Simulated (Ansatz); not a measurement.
# C2H6N2Si: rotation by 180° about the N1–C2 bond, part 2 of 2

Wanted: the energy profile along the rotation by 180° about the N1–C2 bond, from relaxed end points and a band of images. SMILES of the start: NC1=C[SiH]1N.

Ansatz 0.2.0; RHF/def2-SVP. The steps go on from the part before.

### 6 Vibrations at the top

The geometry is the highest inner image of the first converged band.

input.yaml reads:

```yaml
crystal:
  periodic: [false, false, false]
  atoms:
    - { symbol: "N", position_ang: [1.330789, 1.438609, 1.086524] }
    - { symbol: C, position_ang: [0.62654, 0.324814, 0.555902] }
    - { symbol: C, position_ang: [0.967414, -0.846554, 0.000401] }
    - { symbol: Si, position_ang: [-0.823006, -0.621799, 0.066301] }
    - { symbol: "N", position_ang: [-1.81689, -0.322381, -1.290919] }
    - { symbol: H, position_ang: [1.919299, 1.841916, 0.376772] }
    - { symbol: H, position_ang: [1.943417, 1.132624, 1.823962] }
    - { symbol: H, position_ang: [1.919574, -1.318733, -0.223083] }
    - { symbol: H, position_ang: [-1.686094, -1.344158, 1.021145] }
    - { symbol: H, position_ang: [-2.795733, -0.525829, -1.296081] }
    - { symbol: H, position_ang: [-1.519811, 0.184391, -2.100224] }
basis:
  gaussian: { orbitals: def2-SVP }
hamiltonian:
  xc: hf
phonons: {}
```

The run is started by

```bash
> ansatz run input.yaml --threads 1 --pin off --max-ram 2048MiB --backend cpu --events-out ev --progress --plain --runs-dir out
```

The log of the run, cut to the lines that bear on the results:

```text
Warning: RAYON_NUM_THREADS=1 ignored (pool sized by the plan → 1); use --threads N
[...]
Functional definition: HF
[...]
1153 factors; integrals over basis functions are off by at most 3.1e-4 eV
[...]
mean field -12973.65378449 eV, -476.7729827217 hartree, gradient 2.3e-5 eV, S^2 0.000000; 0 other end points of the search recorded, 0 dependent functions left out
[...]
reference -12973.65378449 eV, -476.7729827217 hartree; 23, 23 occupied and 81, 81 virtual orbitals, 1153 factors
[...]
WARN: phonons: modes at or below zero, which the zero-point energy, F, S and C_V leave out: 1, the lowest at -426.93 cm⁻¹. A minimum has none, and a first-order saddle one
[...]
Atom 8 at    -1.686094    -1.344158     1.021145 Å, force    -0.001678    -0.002477    -0.000913 eV/Å
Atom 9 at    -2.795733    -0.525829    -1.296081 Å, force     0.002532    -0.008133    -0.003625 eV/Å
Atom 10 at    -1.519811     0.184391    -2.100224 Å, force    -0.006447    -0.003047    -0.001371 eV/Å
Dipole moment:     0.092505    -0.026761    -0.264001 e Å
Vibrations: -426.93 147.16 211.99 279.21 339.23 389.88 441.28 654.53 730.49 748.72 815.46 926.92 944.08 956.28 1024.03 1132.79 1287.93 1295.69 1675.88 1713.71 1770.27 2355.57 3317.89 3713.78 3793.08 3810.25 3914.83 cm⁻¹, zero-point energy 2.379936 eV
```

Run time: 2 min. Hardware: 1 thread of Arm Neoverse V1, shared host; peak memory 0.2 GiB.

Of 27 modes, 1 is imaginary by more than 30 cm⁻¹ (427i cm⁻¹).

### 7 Another band, settings changed

crystal.atoms is end A as relaxed above, and neb.final_atoms is end B, turned to lie on A. With 9 inner images the band has 11 in all.

input.yaml reads:

```yaml
crystal:
  periodic: [false, false, false]
  atoms:
    - { symbol: "N", position_ang: [1.320433, 1.340755, 1.14865] }
    - { symbol: C, position_ang: [0.61107, 0.301516, 0.646985] }
    - { symbol: C, position_ang: [0.878481, -0.98946, 0.34035] }
    - { symbol: Si, position_ang: [-0.82083, -0.608486, 0.004053] }
    - { symbol: "N", position_ang: [-1.510395, -0.431059, -1.550014] }
    - { symbol: H, position_ang: [0.934076, 2.257882, 1.093156] }
    - { symbol: H, position_ang: [2.319105, 1.290053, 1.154427] }
    - { symbol: H, position_ang: [1.775365, -1.595365, 0.393134] }
    - { symbol: H, position_ang: [-1.96262, -0.962523, 0.872194] }
    - { symbol: H, position_ang: [-2.49793, -0.42147, -1.705823] }
    - { symbol: H, position_ang: [-0.981256, -0.238943, -2.376412] }
basis:
  gaussian: { orbitals: def2-SVP }
hamiltonian:
  xc: hf
neb:
  order_check: false
  images: 9
  f_tol: 0.03
  max_iterations: 3
  initial_path: idpp
  final_atoms:
    - { symbol: "N", position_ang: [1.38405016, 1.40671395, 0.93415219] }
    - { symbol: C, position_ang: [0.63600197, 0.3354059, 0.56966495] }
    - { symbol: C, position_ang: [0.88295703, -0.97087189, 0.31855988] }
    - { symbol: Si, position_ang: [-0.81706586, -0.58334138, -0.01025849] }
    - { symbol: "N", position_ang: [-1.53059899, -0.47578647, -1.55931987] }
    - { symbol: H, position_ang: [2.29694002, 1.2441077, 1.30985972] }
    - { symbol: H, position_ang: [0.91408923, 2.2085428, 1.2960151] }
    - { symbol: H, position_ang: [1.77772572, -1.58050073, 0.36475248] }
    - { symbol: H, position_ang: [-1.94632587, -0.8817397, 0.89489161] }
    - { symbol: H, position_ang: [-2.52026788, -0.44611255, -1.69863392] }
    - { symbol: H, position_ang: [-1.01200652, -0.31351764, -2.39898366] }
```

The run is started by

```bash
> ansatz run input.yaml --threads 1 --pin off --max-ram 2048MiB --backend cpu --events-out ev --progress --plain --runs-dir out
```

The log of the run:

```text
Warning: RAYON_NUM_THREADS=1 ignored (pool sized by the plan → 1); use --threads N
Engine: ansatz 0.2.0, aarch64-unknown-linux-gnu
Functional definition: HF
  exchange = exact_x
  correlation = 0
1152 factors; integrals over basis functions are off by at most 4.3e-4 eV
mean field evaluation 1: about -12970.2220 eV, gradient 3.9e1 eV
mean field evaluation 2: about -12970.3242 eV, gradient 3.9e1 eV
mean field evaluation 4: about -12974.1588 eV, gradient 3.4e0 eV
mean field evaluation 8: about -12974.2057 eV, gradient 2.1e-1 eV
mean field -12974.20591662 eV, -476.7932732030 hartree, gradient 1.4e-5 eV, S^2 0.000000; 0 other end points of the search recorded, 0 dependent functions left out
[... 4 lines left out ...]
mean field -12974.21242005 eV, -476.7935121998 hartree, gradient 1.4e-5 eV, S^2 0.000000; 0 other end points of the search recorded, 0 dependent functions left out
[... 2 lines left out ...]
NEB end point (image 0): max|allowed force component| = 6.025e-3 eV/Å (the criterion of neb.relax_end_points is 1.000e-2)
NEB end point (image 10): max|allowed force component| = 4.324e-3 eV/Å (the criterion of neb.relax_end_points is 1.000e-2)
[... 2 lines left out ...]
mean field -12974.12870881 eV, -476.7904358684 hartree, gradient 1.6e-5 eV, S^2 0.000000; 0 other end points of the search recorded, 0 dependent functions left out
[... 3 lines left out ...]
mean field -12973.92197973 eV, -476.7828387147 hartree, gradient 2.0e-5 eV, S^2 0.000000; 0 other end points of the search recorded, 0 dependent functions left out
[... 3 lines left out ...]
mean field -12973.65916124 eV, -476.7731803136 hartree, gradient 2.7e-5 eV, S^2 0.000000; 0 other end points of the search recorded, 0 dependent functions left out
[... 4 lines left out ...]
mean field -12973.44455848 eV, -476.7652938075 hartree, gradient 2.1e-5 eV, S^2 0.000000; 0 other end points of the search recorded, 0 dependent functions left out
[... 3 lines left out ...]
mean field -12973.37732968 eV, -476.7628231947 hartree, gradient 2.3e-5 eV, S^2 0.000000; 0 other end points of the search recorded, 0 dependent functions left out
[... 4 lines left out ...]
mean field -12973.48198436 eV, -476.7666691832 hartree, gradient 1.9e-5 eV, S^2 0.000000; 0 other end points of the search recorded, 0 dependent functions left out
[... 3 lines left out ...]
mean field -12973.70089907 eV, -476.7747141505 hartree, gradient 2.0e-5 eV, S^2 0.000000; 0 other end points of the search recorded, 0 dependent functions left out
[... 3 lines left out ...]
mean field -12973.94989839 eV, -476.7838647069 hartree, gradient 1.7e-5 eV, S^2 0.000000; 0 other end points of the search recorded, 0 dependent functions left out
[... 4 lines left out ...]
mean field -12974.14159673 eV, -476.7909094908 hartree, gradient 1.5e-5 eV, S^2 0.000000; 0 other end points of the search recorded, 0 dependent functions left out
[... from here on, the SCF cycles and remarks between the steps are left out ...]
NEB iter   1: max|band force component| = 2.422e0 eV/Å  barrier→ = 0.8286 eV  barrier← = 0.8351 eV  Δτ_max = 0.0960 Å  (402 SCF iters)
NEB iter   2: max|band force component| = 1.137e0 eV/Å  barrier→ = 0.6693 eV  barrier← = 0.6758 eV  Δτ_max = 0.2000 Å  (312 SCF iters)
NEB iter   3: max|band force component| = 6.437e-1 eV/Å  barrier→ = 0.6118 eV  barrier← = 0.6183 eV  Δτ_max = 0.1006 Å  (302 SCF iters)
[...]
this run last wrote the band of iteration 3 to <dir>
Error: NEB band did not converge after 3 iterations: max|band force component| = 6.44e-1 eV/Å (threshold 3.0e-2); raise `neb.max_iterations` in a new run, which can start from the last band evaluated (`neb.initial_path`, with `crystal.atoms` and `neb.final_atoms` set to its first and last images), add images, or start from endpoints closer to local minima. Where this run's directory can be resumed (`checkpoint.write`), a resume goes on for up to `neb.max_iterations` more; to start a new run from the last band, take its images' positions from the `neb_iteration` event of iteration 3 (`data.images[].positions_ang`), in the event stream of the run that computed that iteration (not this run's, if it was resumed behind it). With `checkpoint.write`, `steps/00-neb/state/checkpoint.json` in the run directory holds the last saved band, under `neb.evaluated.images[].positions_ang` (a band under a hybrid functional on support functions is neither saved nor resumed: `neb.initial_path` says where its path is): check the last entry of `neb.iterations` there, which is earlier than 3 if that iteration was not saved or its write failed. If the band's step has no `state` directory and holds `state.next`, a write was cut short, and the file is under `state.next` instead (behind a loss of power it can be under `state.prev`)
this run wrote the band of iteration 3 to <dir> as well, whether or not its events were kept: a new run's `neb.initial_path` can list its `images[].positions_ang`
a run's events are kept only if it was started with --events-out <file>, and are in that file
```

Run time: 61 s. Hardware: 1 thread of Arm Neoverse V1, shared host; peak memory 0.2 GiB.

### 8 The band, image by image

The run ended unconverged after 3 band iterations. The table shows its last band, which is no minimum-energy path. The 9 inner images lie between the fixed ends 0 and 10. Energy is taken from image 0, and the path length is the program's own coordinate along the band.

| image | path (Å) | energy (eV) | dihedral H7–N1–C2–Si4 (°) | band force (eV/Å) |
| --- | --- | --- | --- | --- |
| 0 | 0.000 | 0.0000 | -166 | - |
| 1 | 0.398 | 0.0452 | 175 | 0.100 |
| 2 | 0.797 | 0.1794 | 158 | 0.258 |
| 3 | 1.196 | 0.3687 | 144 | 0.390 |
| 4 | 1.596 | 0.5358 | 135 | 0.537 |
| 5 | 1.983 | 0.6118 | 127 | 0.644 |
| 6 | 2.367 | 0.5330 | 118 | 0.580 |
| 7 | 2.751 | 0.3620 | 102 | 0.390 |
| 8 | 3.134 | 0.1792 | 79 | 0.195 |
| 9 | 3.518 | 0.0425 | 51 | 0.073 |
| 10 | 3.901 | -0.0065 | 27 | - |

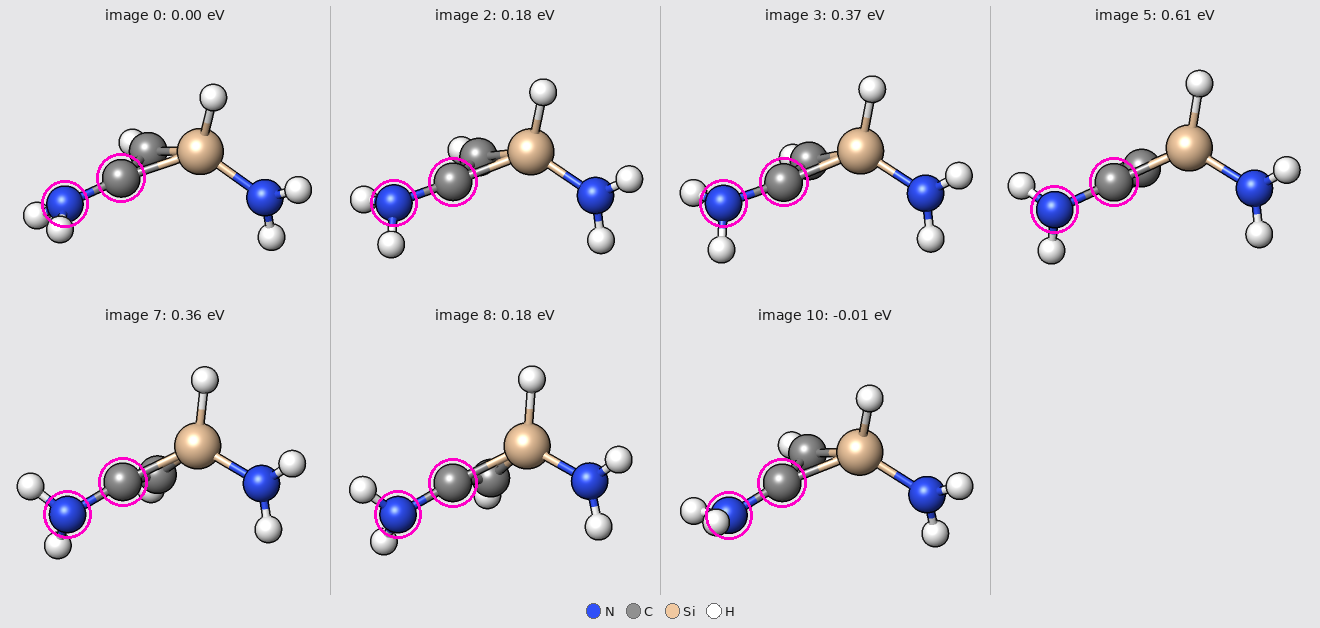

Snapshots along the band, viewed from a chosen angle. Ringed: N1, C2. Sticks join atoms closer than a bonding distance in each image.

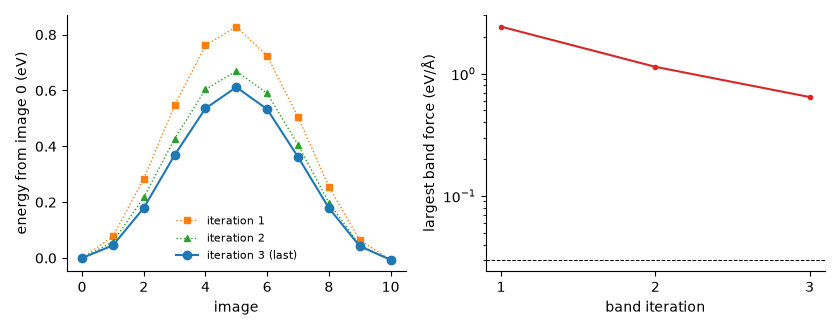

Left: energy of each image for early iterations and the last one (lines only join the points; early values far above the last band run off the scale). Right: the largest band force by iteration, with the threshold dashed.

### 9 The band again, with other settings

crystal.atoms is end A as relaxed above, and neb.final_atoms is end B, turned to lie on A. With 6 inner images the band has 8 in all.

Edit input.yaml of step 7 so:

```diff
@@ -20,6 +20,7 @@
   order_check: false
-  images: 9
+  images: 6
   f_tol: 0.03
-  max_iterations: 3
+  max_iterations: 60
   initial_path: idpp
+  climbing: false
   final_atoms:
```

The run is started by

```bash
> ansatz run input.yaml --threads 1 --pin off --max-ram 2048MiB --backend cpu --events-out ev --progress --plain --runs-dir out
```

The log of the run, cut to the lines that bear on the results:

```text
Warning: RAYON_NUM_THREADS=1 ignored (pool sized by the plan → 1); use --threads N
[...]
Functional definition: HF
[...]
1152 factors; integrals over basis functions are off by at most 4.3e-4 eV
[...]
mean field -12974.20591662 eV, -476.7932732030 hartree, gradient 1.4e-5 eV, S^2 0.000000; 0 other end points of the search recorded, 0 dependent functions left out
[...]
reference -12974.20591662 eV, -476.7932732030 hartree; 23, 23 occupied and 81, 81 virtual orbitals, 1152 factors
[...]
Atom 7 at     1.919193    -1.281879    -0.340816 Å, force     0.001691     0.023122    -0.046221 eV/Å
Atom 8 at    -1.645853    -1.374143     1.051163 Å, force     0.008715    -0.015250     0.002956 eV/Å
Atom 9 at    -2.825731    -0.518790    -1.230005 Å, force    -0.003770    -0.008560     0.003879 eV/Å
Atom 10 at    -1.565707     0.194428    -2.055642 Å, force    -0.009712    -0.004145     0.008941 eV/Å
Dipole moment:     0.082836    -0.036290    -0.208923 e Å
this run last wrote the band of iteration 6 to <dir>
```

It took 92 s on 1 thread of Arm Neoverse V1, shared host; peak memory 0.21 GiB.

### 10 Images and barrier

Images 0 and 7 are the ends. Energies count from image 0; the path length is the program's own measure over all atoms.

| image | path (Å) | energy (eV) | dihedral H7–N1–C2–Si4 (°) | band force (eV/Å) |
| --- | --- | --- | --- | --- |
| 0 | 0.000 | 0.0000 | -166 | - |
| 1 | 0.541 | 0.0870 | 170 | 0.021 |
| 2 | 1.081 | 0.3141 | 150 | 0.016 |
| 3 | 1.622 | 0.5169 | 134 | 0.015 |
| 4 | 2.162 | 0.5276 | 117 | 0.017 |
| 5 | 2.703 | 0.3329 | 97 | 0.018 |
| 6 | 3.243 | 0.0931 | 66 | 0.026 |
| 7 | 3.783 | -0.0065 | 27 | - |

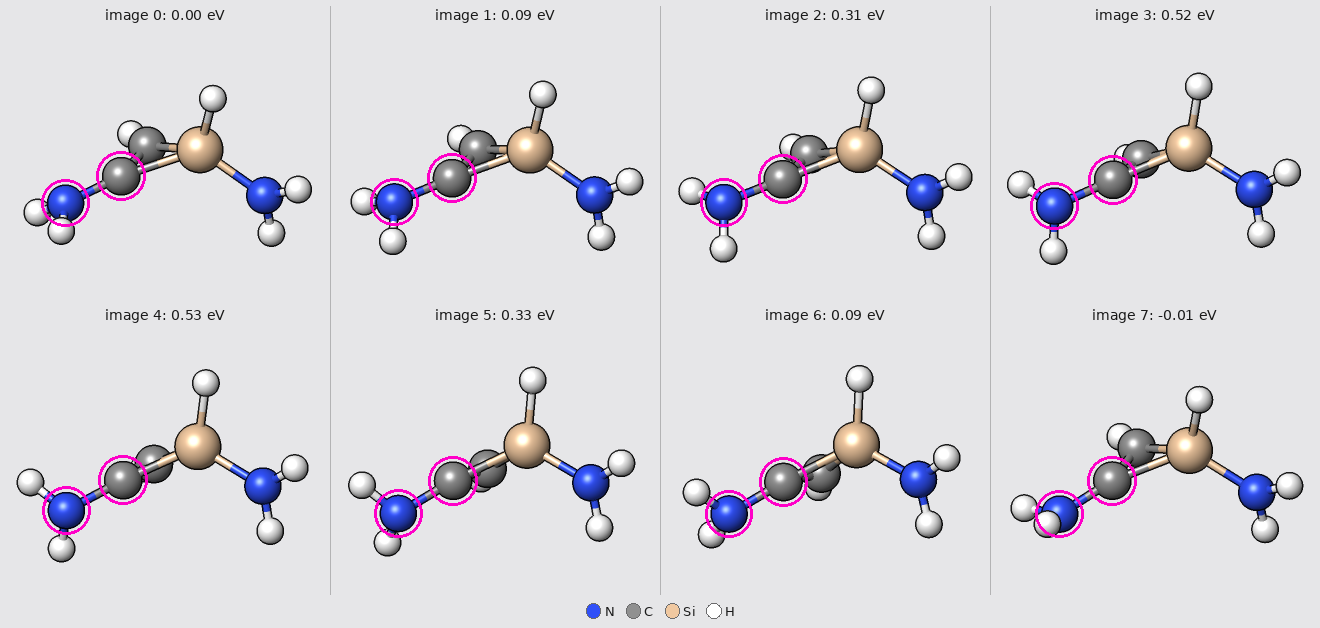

The images of the last band, seen from a chosen angle. Ringed: N1, C2. Sticks join atoms closer than a bonding distance in each image.

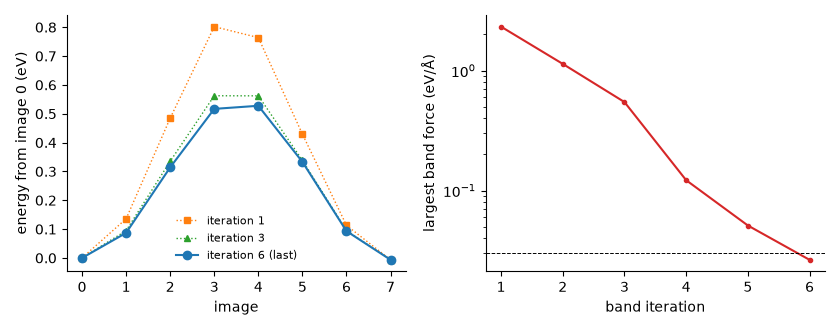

Left: energy of each image for early iterations and the last one (lines only join the points; early values far above the last band run off the scale). Right: the largest band force by iteration, with the threshold dashed.

### 11 Results

The summary covers parts 1 to 2.

```
                                quantity                                                                    value
                                   end A                                                 12 moves, 2.063 eV lower
                                   end B                                                 11 moves, 2.040 eV lower
            first band: barrier forwards                                                                  0.55 eV
           first band: barrier backwards                                                                  0.56 eV
first band: second end relative to first                                                                -0.007 eV
               first band: highest image                                                   5 of 0 to 10, climbing
             first band: band iterations                                                                        6
              imaginary modes at the top                                                                427i cm⁻¹
                             second band               not converged, 3 iterations, 9 inner images, none climbing
             time, first and second band                                                         2.2 min and 61 s
                              third band  top 0.528 eV above image 0, 6 iterations, 6 inner images, none climbing
              time, first and third band                                                         2.2 min and 92 s
```

**Reading.** In the first band: the barrier from the first end is 0.55 eV, 21 times kT at 300 K; with a typical attempt rate of 10^13 per second that is roughly 10^4 events a second. The two ends lie within 7 meV of each other. The listed dihedral goes from -166° at end A through 125° at the highest image to 27° at end B. One imaginary mode, as a first-order saddle point has. As for the second band: the cap on iterations is too low for the band to settle. The third band's top lies 25 meV below the first's, as a band that doesn't climb stops under the top. These are electronic energies, with no zero-point or thermal terms.
